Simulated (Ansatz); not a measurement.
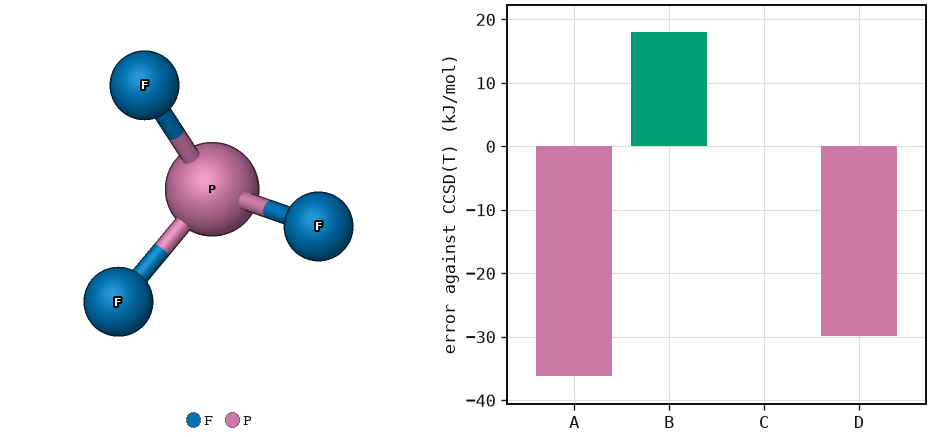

Error in the electronic atomisation energy (method less reference, so positive means overbinding) of PF₃, SMILES FP(F)F: functionals in def2-TZVPP against frozen-core CCSD(T) at the limit (MP2 extrapolated from triple and quadruple zeta, plus CCSD(T) less MP2 in a smaller set), which gives 1519.2 kJ/mol, at a PBE0-D4/def2-TZVP geometry (a minimum by its frequencies), no zero-point or spin-orbit term, the Ansatz code 0.2.0. The reference leaves out core correlation, a term that grows with the number of heavy atoms. Limit means the basis limit.

**The letters stand for B97M-V, CCSD limit, HSE06-D4 and ωB97M-V. Which is which?**

A: CCSD limit (−36.2 kJ/mol); B: ωB97M-V (18.0 kJ/mol); C: B97M-V (0.0 kJ/mol); D: HSE06-D4 (−29.9 kJ/mol).
